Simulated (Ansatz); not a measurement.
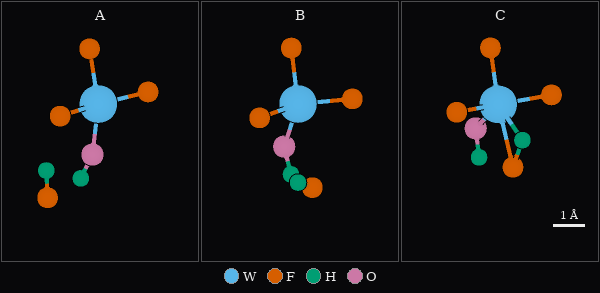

3 geometries from a converged minimum-energy path of WH2OF4, shuffled. A ball-and-stick model, seen from a free direction.

The calculation used RHF/def2-SVP (Ansatz). Settings: 5 movable images; climbing image; force threshold 0.05 eV/Å; iteration limit 60; starting path through a guess of the saddle point.

Which frame is the top of the path?

Answer. C. In order along the path, whose images run from 0 to 6: C (image 1, +121.1 kJ/mol), B (image 3, −26.1 kJ/mol), A (image 5, −58.6 kJ/mol). Breaking: F–W (1.90 → 3.72 Å), H–W (1.67 → 3.26 Å). Forming: F–H (2.09 → 0.91 Å).

Limits of the set-up: Hartree-Fock leaves out electron correlation.

Cost: 2.4 min on 2 threads of Intel(R) Xeon(R) 6975P-C (Granite Rapids), with other jobs on the host, peak memory 0.29 GiB.
